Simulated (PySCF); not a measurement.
# [BiF2]+: other functionals and bases at one geometry

Aim: see how levels, charges and forces of [BiF2]+ depend on the level of theory. It is a constructed species; whether it can be made isn't addressed.

Computed with PySCF 2.14.0. Level: several levels, as the steps say, no spin–orbit coupling.

1 further run of the same task is left out (for a known fault of the program).

## (1) Where the work starts

3 atoms, charge 1, spin multiplicity 1.

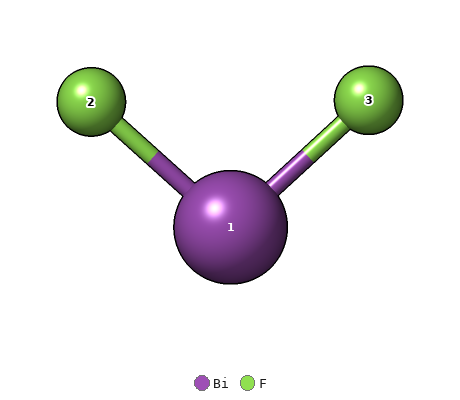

The geometry (bismuth purple, fluorine green); atoms are numbered from 1 in the order of the file.

Coordinates:

```xyz
3
charge 1, multiplicity 1
Bi    0.0000    0.0000   -0.4756
F     1.4602    0.0000    0.8539
F    -1.4602    0.0000    0.8539
```

Formal oxidation states: Bi +3. An earlier session relaxed this geometry at PBE0, Bi def2-SVP with ECP60, F def2-SVP (singlet, point group C2v).

At PBE0 on the finer grid: E = -413.677591 Eh, HOMO -16.89 eV, LUMO -10.78 eV, Mulliken charge on Bi1 +1.69 e, largest force component 0.052 eV/Å. 

Levels to run: TPSS; HF; PBE0, TZVP. Hardware: 2 threads of Arm Neoverse V2, shared host.

## (2) TPSS

run.py (the lines that set the calculation)

```python
mol = gto.M(atom='''
Bi     0.00000     0.00000    -0.47557
F      1.46017     0.00000     0.85394
F     -1.46017     0.00000     0.85394''',
    basis={'Bi': 'def2-SVP', 'F': 'def2-SVP'},
    ecp={'Bi': 'def2-SVP'},
    charge=1, spin=0)
mf = dft.RKS(mol, xc='TPSS')
mf.grids.atom_grid = (75, 302)
mf = mf.density_fit()  # fitting sets: Bi def2-universal-JKFIT, F def2-universal-JKFIT
mf.conv_tol = 1e-08; mf.max_cycle = 55
mf.kernel(dm0)  # dm0: the density of the relaxed state
```

Started as:

```
> OMP_NUM_THREADS=2 python run.py
```

Output:

```text
init E= -413.826533890452
  HOMO = -0.552628095737523  LUMO = -0.419395538577977  gap/eV = 3.62544
cycle= 1 E= -413.825342348693  delta_E= 0.00119  |g|= 0.129  |ddm|= 0.248
  HOMO = -0.589582237114962  LUMO = -0.412467221962881  gap/eV = 4.81955
cycle= 2 E= -413.796679296691  delta_E= 0.0287  |g|= 0.397  |ddm|= 0.423
  HOMO = -0.5631014982012  LUMO = -0.415091457785117  gap/eV = 4.02756
cycle= 3 E= -413.829172471554  delta_E= -0.0325  |g|= 0.0234  |ddm|= 0.283
  HOMO = -0.561952213524514  LUMO = -0.416516722913386  gap/eV = 3.95750
cycle= 4 E= -413.82932368243  delta_E= -0.000151  |g|= 0.00174  |ddm|= 0.0281
  HOMO = -0.561902539533938  LUMO = -0.416366201185202  gap/eV = 3.96025
cycle= 5 E= -413.829324426372  delta_E= -7.44e-07  |g|= 0.000366  |ddm|= 0.00233
  HOMO = -0.561924453715686  LUMO = -0.416367490473462  gap/eV = 3.96081
cycle= 6 E= -413.829324453815  delta_E= -2.74e-08  |g|= 7.47e-05  |ddm|= 0.000251
  HOMO = -0.561927186893851  LUMO = -0.416364647342991  gap/eV = 3.96096
cycle= 7 E= -413.829324455047  delta_E= -1.23e-09  |g|= 1.01e-05  |ddm|= 6.76e-05
  HOMO = -0.561929379474035  LUMO = -0.416364734796218  gap/eV = 3.96102
Extra cycle  E= -413.829324454808  delta_E= 2.39e-10  |g|= 3.56e-05  |ddm|= 3.55e-05
converged SCF energy = -413.829324454808
```

It took 1.3 s on 2 threads of Arm Neoverse V2, shared host.

It gives: E = -413.829324 Eh, HOMO -15.29 eV, LUMO -11.33 eV, Mulliken charge on Bi1 +1.59 e, largest force component 0.704 eV/Å. 

## (3) HF

run.py (the lines that set the calculation), as its differences from that of step 2:

```diff
@@ -7,4 +7,3 @@
     charge=1, spin=0)
-mf = dft.RKS(mol, xc='TPSS')
-mf.grids.atom_grid = (75, 302)
+mf = scf.RHF(mol)
 mf = mf.density_fit()  # fitting sets: Bi def2-universal-JKFIT, F def2-universal-JKFIT
```

Started as:

```
> OMP_NUM_THREADS=2 python run.py
```

Output:

```text
init E= -411.949866161683
  HOMO = -0.753782751544094  LUMO = -0.276503709111001  gap/eV = 12.98742
cycle= 1 E= -411.976826440506  delta_E= -0.027  |g|= 0.109  |ddm|= 0.518
  HOMO = -0.751539017749913  LUMO = -0.292453433980135  gap/eV = 12.49236
cycle= 2 E= -411.978771744854  delta_E= -0.00195  |g|= 0.0625  |ddm|= 0.121
  HOMO = -0.759032364760973  LUMO = -0.290936278792287  gap/eV = 12.73754
cycle= 3 E= -411.979558442457  delta_E= -0.000787  |g|= 0.016  |ddm|= 0.0504
  HOMO = -0.757586764953121  LUMO = -0.291249050294784  gap/eV = 12.68970
cycle= 4 E= -411.979660492776  delta_E= -0.000102  |g|= 0.00314  |ddm|= 0.0256
  HOMO = -0.757468557020204  LUMO = -0.291411136197567  gap/eV = 12.68207
cycle= 5 E= -411.979671024363  delta_E= -1.05e-05  |g|= 0.00128  |ddm|= 0.00796
  HOMO = -0.757142025563653  LUMO = -0.291257534396223  gap/eV = 12.67736
cycle= 6 E= -411.97967283422  delta_E= -1.81e-06  |g|= 0.000236  |ddm|= 0.00412
  HOMO = -0.75709613658497  LUMO = -0.291258584870906  gap/eV = 12.67609
cycle= 7 E= -411.979672876514  delta_E= -4.23e-08  |g|= 2.75e-05  |ddm|= 0.000617
  HOMO = -0.757091935163007  LUMO = -0.29125771923  gap/eV = 12.67599
cycle= 8 E= -411.979672877053  delta_E= -5.39e-10  |g|= 7.19e-06  |ddm|= 5.47e-05
  HOMO = -0.757091837289568  LUMO = -0.291257321861963  gap/eV = 12.67600
Extra cycle  E= -411.979672877085  delta_E= -3.22e-11  |g|= 3.19e-06  |ddm|= 1.04e-05
converged SCF energy = -411.979672877085
```

Run time: 0.4 s. Hardware: 2 threads of Arm Neoverse V2, shared host.

Result: E = -411.979673 Eh, HOMO -20.60 eV, LUMO -7.93 eV, Mulliken charge on Bi1 +2.02 e, largest force component 1.052 eV/Å. 

## (4) PBE0, TZVP

Basis: Bi def2-TZVP with ECP60, F def2-TZVP. 

run.py (the lines that set the calculation)

```python
mol = gto.M(atom='''
Bi     0.00000     0.00000    -0.47557
F      1.46017     0.00000     0.85394
F     -1.46017     0.00000     0.85394''',
    basis={'Bi': 'def2-TZVP', 'F': 'def2-TZVP'},
    ecp={'Bi': 'def2-TZVP'},
    charge=1, spin=0)
mf = dft.RKS(mol, xc='PBE0')
mf.grids.atom_grid = (75, 302)
mf = mf.density_fit()  # fitting sets: Bi def2-universal-JKFIT, F def2-universal-JKFIT
mf.conv_tol = 1e-08; mf.max_cycle = 55
mf.kernel(dm0)  # dm0: free metal ions and neutral atoms
```

Started as:

```
> OMP_NUM_THREADS=2 python run.py
```

Output:

```text
init E= -413.849065104904
  HOMO = -0.683045171757581  LUMO = -0.399527161832999  gap/eV = 7.71492
cycle= 1 E= -413.782469682145  delta_E= 0.0666  |g|= 0.925  |ddm|=  1.5
  HOMO = -0.429082726849207  LUMO = -0.37738362258953  gap/eV = 1.40680
cycle= 2 E= -412.300454988037  delta_E= 1.48  |g|= 2.94  |ddm|= 2.28
  HOMO = -0.621940884338431  LUMO = -0.395315732023327  gap/eV = 6.16678
cycle= 3 E= -413.951709166902  delta_E= -1.65  |g|= 0.0726  |ddm|= 1.76
  HOMO = -0.625926144078785  LUMO = -0.401292214307137  gap/eV = 6.11260
cycle= 4 E= -413.952098207134  delta_E= -0.000389  |g|= 0.0558  |ddm|= 0.125
  HOMO = -0.626567499622583  LUMO = -0.398616065635657  gap/eV = 6.20287
cycle= 5 E= -413.952551747276  delta_E= -0.000454  |g|= 0.0175  |ddm|= 0.0384
  HOMO = -0.627315927148572  LUMO = -0.397384469636894  gap/eV = 6.25675
cycle= 6 E= -413.952610439291  delta_E= -5.87e-05  |g|= 0.00308  |ddm|= 0.0146
  HOMO = -0.627646711625093  LUMO = -0.397507750645516  gap/eV = 6.26240
cycle= 7 E= -413.952611942029  delta_E= -1.5e-06  |g|= 0.000245  |ddm|= 0.00259
  HOMO = -0.627648840303837  LUMO = -0.397513549622857  gap/eV = 6.26230
cycle= 8 E= -413.952611956712  delta_E= -1.47e-08  |g|= 7.85e-05  |ddm|= 0.000444
  HOMO = -0.62764336055614  LUMO = -0.397514722663036  gap/eV = 6.26212
cycle= 9 E= -413.952611957781  delta_E= -1.07e-09  |g|= 2.55e-05  |ddm|= 6.33e-05
  HOMO = -0.627637038252101  LUMO = -0.39751567704127  gap/eV = 6.26192
Extra cycle  E= -413.952611957446  delta_E= 3.35e-10  |g|= 5.31e-05  |ddm|= 4.69e-05
converged SCF energy = -413.952611957446
```

It took 3.2 s on 2 threads of Arm Neoverse V2, shared host.

Result: E = -413.952612 Eh, HOMO -17.08 eV, LUMO -10.82 eV, Mulliken charge on Bi1 +1.69 e, largest force component 1.457 eV/Å. 

## (5) Results

| level | state | HOMO (eV) | gap (eV) | charge on Bi1 (e) | dipole (D) | largest force (eV/Å) | basis functions | time |
| --- | --- | --- | --- | --- | --- | --- | --- | --- |
| PBE0 (relaxed here) | singlet | -16.89 | 6.11 | 1.69 | 4.40 | 0.05 | 54 | 1.7 s |
| TPSS | singlet | -15.29 | 3.96 | 1.59 | 3.93 | 0.70 | 54 | 1.3 s |
| HF | singlet | -20.60 | 12.68 | 2.02 | 5.46 | 1.05 | 54 | 0.4 s |
| PBE0, TZVP | singlet | -17.08 | 6.26 | 1.69 | 4.39 | 1.46 | 112 | 3.2 s |

Times are on 2 threads of Arm Neoverse V2, shared host; the first row also made further properties. The dipole of a charged species depends on the origin, so these sizes hold for this origin alone.

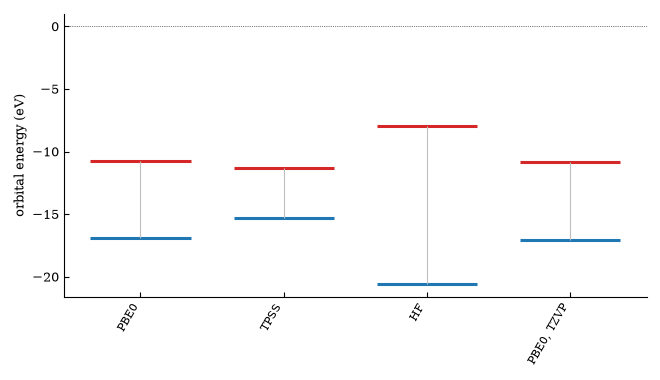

Highest filled and lowest empty level, method by method.

In one basis the HOMO–LUMO gap runs from 3.96 eV (TPSS) to 12.68 eV (HF). The largest leftover force, 1.46 eV/Å with PBE0, TZVP, stands at a geometry relaxed at another level. The Mulliken charge on Bi spans +1.59 to +2.02 e over the levels. Total energies of different levels can't be compared. Spin–orbit coupling is left out throughout.
